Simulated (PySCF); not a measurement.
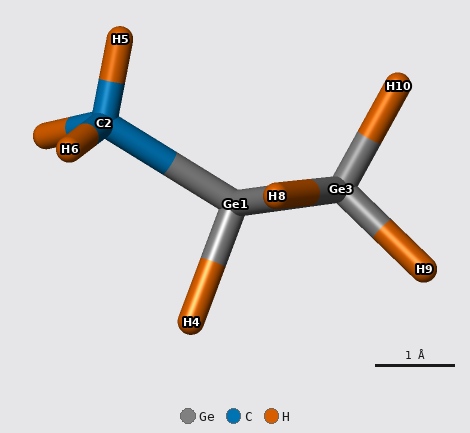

The structure as given in the input (stick view, seen at a tilt; atoms are numbered from 1 in the order of the input). Sticks mark near contacts. Bond lengths as drawn: C–Ge 1.99 Å, C–H 1.08 to 1.10 Å, Ge–Ge 2.50 Å and Ge–H 1.48 to 1.61 Å.

**Run report: CH7Ge2, geometry relaxation**

System: CH7Ge2, multiplicity 2.
Method: PBE0-D3(BJ)/def2-SVP geometry optimisation, gas phase (PySCF 2.14.0).

Log
```
step   0  E = -4195.15527298  max force = 0.030365
step   1  E = -4195.16410007  max force = 0.008146
step   2  E = -4195.16499826  max force = 0.002838
step   3  E = -4195.16517999  max force = 0.001884
step   4  E = -4195.16532239  max force = 0.000588
step   5  E = -4195.16534099  max force = 0.000372
step   6  E = -4195.16535292  max force = 0.000259
optimisation converged
```

Trajectory as extended XYZ (Å, eV, eV/Å), 7 frames, from step=0 to step=6
```
10
Properties=species:S:1:pos:R:3:forces:R:3 step=0 energy=-114155.98955
Ge    0.2330   -0.6726   -1.0306    0.5118   1.5614   0.3734
C     1.4501   -0.9744    0.5167   -0.0029  -0.1805  -0.5326
Ge   -1.6113    0.7949   -0.1918    0.5577  -0.4977   0.3859
H     1.1021    0.3900   -1.8730   -0.4147  -0.6519  -0.0074
H     0.9765   -1.5922    1.2677   -0.2488  -0.3264   0.4859
H     1.7048   -0.0010    0.9533   -0.0740   0.1913  -0.0114
H     2.3827   -1.4612    0.2035    0.0344  -0.0412  -0.0966
H    -1.1520    1.9040    0.7651    0.4353   0.0521   0.1222
H    -2.3889    1.5311   -1.2184   -0.4332   0.4151  -1.0463
H    -2.6554    0.0559    0.6088   -0.3657  -0.5222   0.3269
10
Properties=species:S:1:pos:R:3:forces:R:3 step=1 energy=-114156.22974
Ge    0.1995   -0.4813   -0.9809    0.1767  -0.3818   0.3528
C     1.4067   -1.0116    0.4855   -0.0711   0.0259   0.0304
Ge   -1.5858    0.8589   -0.1192   -0.3678   0.2618   0.1188
H     1.0427    0.3501   -1.9406    0.2103   0.2323  -0.4189
H     0.8965   -1.6284    1.2386   -0.0179   0.0056  -0.0203
H     1.7496   -0.0798    0.9665    0.0267  -0.0636   0.0218
H     2.2845   -1.5561    0.1125    0.0043  -0.0159  -0.0475
H    -1.0142    1.9477    0.8324   -0.0709  -0.0861  -0.0761
H    -2.3343    1.5623   -1.2749    0.0262  -0.0343   0.0926
H    -2.6038    0.0129    0.6817    0.0834   0.0561  -0.0535
10
Properties=species:S:1:pos:R:3:forces:R:3 step=2 energy=-114156.25418
Ge    0.2266   -0.4738   -0.9689    0.1085   0.1459  -0.0036
C     1.4239   -1.0248    0.4949   -0.0067   0.0385  -0.0036
Ge   -1.6106    0.8796   -0.1163    0.0162   0.0014  -0.0524
H     1.0721    0.3604   -1.9877   -0.1206  -0.1130   0.0750
H     0.9007   -1.6411    1.2390   -0.0282  -0.0017  -0.0216
H     1.7888   -0.1097    0.9893    0.0269  -0.0314   0.0242
H     2.2889   -1.5834    0.1105   -0.0111  -0.0072  -0.0237
H    -1.0675    1.9819    0.8218   -0.0041   0.0099   0.0042
H    -2.3725    1.5573   -1.2710    0.0071  -0.0102  -0.0008
H    -2.6090    0.0282    0.6899    0.0122  -0.0322   0.0023
10
Properties=species:S:1:pos:R:3:forces:R:3 step=3 energy=-114156.25913
Ge    0.2341   -0.4591   -0.9591    0.0049   0.0969   0.0327
C     1.4286   -1.0252    0.4981    0.0071   0.0194  -0.0087
Ge   -1.6118    0.8878   -0.1180    0.0359  -0.0287  -0.0346
H     1.0643    0.3609   -1.9890   -0.0354  -0.0487   0.0098
H     0.8951   -1.6427    1.2339   -0.0150  -0.0037  -0.0108
H     1.8110   -0.1242    1.0043    0.0164  -0.0190   0.0152
H     2.2823   -1.5942    0.1033   -0.0096  -0.0076  -0.0071
H    -1.0849    2.0011    0.8155   -0.0053   0.0158   0.0072
H    -2.3803    1.5470   -1.2775    0.0002  -0.0023  -0.0121
H    -2.5969    0.0231    0.6902    0.0007  -0.0220   0.0085
10
Properties=species:S:1:pos:R:3:forces:R:3 step=4 energy=-114156.26301
Ge    0.2449   -0.4273   -0.9393   -0.0302   0.0290   0.0151
C     1.4368   -1.0266    0.5040    0.0074  -0.0145  -0.0179
Ge   -1.6134    0.9016   -0.1198    0.0109  -0.0241   0.0140
H     1.0582    0.3651   -1.9950    0.0287   0.0003  -0.0177
H     0.8842   -1.6434    1.2263    0.0035  -0.0022   0.0076
H     1.8550   -0.1538    1.0301   -0.0023   0.0035  -0.0028
H     2.2661   -1.6178    0.0901   -0.0018  -0.0055   0.0085
H    -1.1224    2.0402    0.8036   -0.0127   0.0067  -0.0017
H    -2.3933    1.5231   -1.2923   -0.0020   0.0000  -0.0091
H    -2.5748    0.0135    0.6938   -0.0015   0.0067   0.0040
10
Properties=species:S:1:pos:R:3:forces:R:3 step=5 energy=-114156.26351
Ge    0.2480   -0.4176   -0.9342   -0.0181   0.0140   0.0017
C     1.4395   -1.0287    0.5044   -0.0018  -0.0191  -0.0096
Ge   -1.6153    0.9055   -0.1189    0.0072  -0.0122   0.0113
H     1.0641    0.3659   -1.9949    0.0185   0.0047  -0.0061
H     0.8831   -1.6433    1.2257    0.0051   0.0015   0.0077
H     1.8675   -0.1623    1.0330   -0.0023   0.0063  -0.0044
H     2.2618   -1.6270    0.0866   -0.0002  -0.0022   0.0048
H    -1.1384    2.0534    0.8003   -0.0079   0.0047  -0.0026
H    -2.3971    1.5149   -1.2969   -0.0006  -0.0021  -0.0054
H    -2.5720    0.0138    0.6965    0.0001   0.0045   0.0025
10
Properties=species:S:1:pos:R:3:forces:R:3 step=6 energy=-114156.26384
Ge    0.2507   -0.4083   -0.9300    0.0019  -0.0039  -0.0100
C     1.4411   -1.0322    0.5041   -0.0078  -0.0133   0.0025
Ge   -1.6168    0.9090   -0.1178   -0.0004   0.0031   0.0034
H     1.0733    0.3688   -1.9916    0.0016   0.0063   0.0078
H     0.8826   -1.6433    1.2271    0.0025   0.0046   0.0029
H     1.8777   -0.1700    1.0324    0.0009   0.0036  -0.0039
H     2.2571   -1.6371    0.0835    0.0000   0.0009  -0.0003
H    -1.1550    2.0678    0.7955   -0.0008   0.0021  -0.0032
H    -2.4003    1.5045   -1.3021   -0.0002  -0.0033  -0.0007
H    -2.5690    0.0153    0.7004    0.0022  -0.0001   0.0016
```

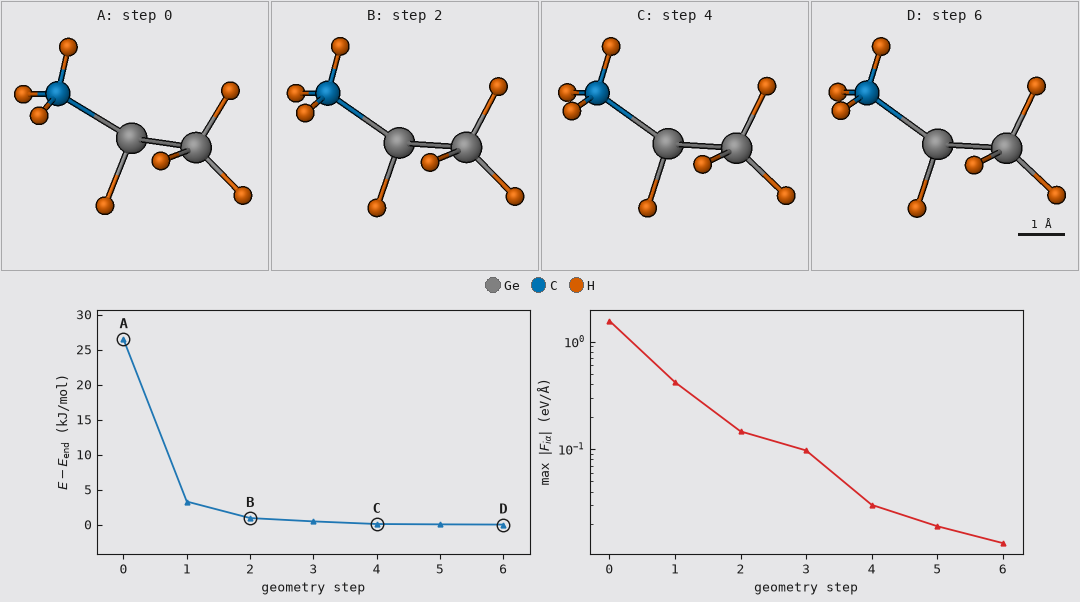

Frames of the relaxation (ball-and-stick view, seen at a tilt) above the curves, on which the letters mark them (steps are counted from 0).

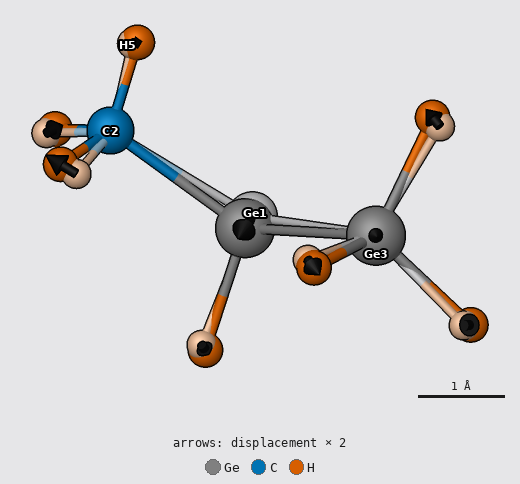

Start (faint) and end (solid) with the displacements as black arrows, magnified 2 times (ball-and-stick view, seen at a tilt). The two geometries are laid on each other by the best rigid fit. The largest move after the best rigid fit is that of Ge1, 0.29 Å. Largest moves by element: Ge 0.29 Å, H 0.22 Å, C 0.03 Å. Among the contacts that change: Ge1–Ge3 2.502 → 2.425 Å, Ge1–H4 1.611 → 1.552 Å, Ge3–H9 1.483 → 1.540 Å, Ge3–H10 1.509 → 1.541 Å. Among the angles that change: Ge3–Ge1–H4 100.7° → 111.4°, C2–Ge1–H4 100.2° → 109.7°, C2–Ge1–Ge3 106.2° → 113.2°. Over 6 geometry steps the energy falls by 26.5 kJ/mol. Largest force component: 1.6 eV/Å at the start, 0.013 eV/Å at the end. (Atoms are counted from 1 in the order of the input.)

This output came from the following input.

Input
```
{"job": {"xc": "PBE0", "basis": "def2-SVP", "d3": "d3bj", "grid": 2, "kind": "geom", "shake": 0.01}, "charge": 0, "multiplicity": 2}
Ge     0.233012    -0.672606    -1.030567
C      1.450066    -0.974415     0.516714
Ge    -1.611310     0.794902    -0.191795
H      1.102154     0.389972    -1.872964
H      0.976473    -1.592215     1.267696
H      1.704847    -0.001027     0.953323
H      2.382658    -1.461187     0.203528
H     -1.152017     1.903996     0.765115
H     -2.388926     1.531127    -1.218408
H     -2.655404     0.055870     0.608832
```

The first line tells a small driver script what to run in PySCF; the rest is the geometry in Å.

Run as:
```bash
OMP_NUM_THREADS=1 python <driver script> task.json out
```

Results in brief

| quantity | value |
| --- | --- |
| outcome | converged |
| total energy | −4195.165353 hartree |
| ⟨S²⟩ | 0.752 |
| dipole moment | 0.91 D |
| point group | C1 |
| hardware | 1 CPU thread, shared host |
| wall time | 82 s |
| peak memory | 0.57 GiB |
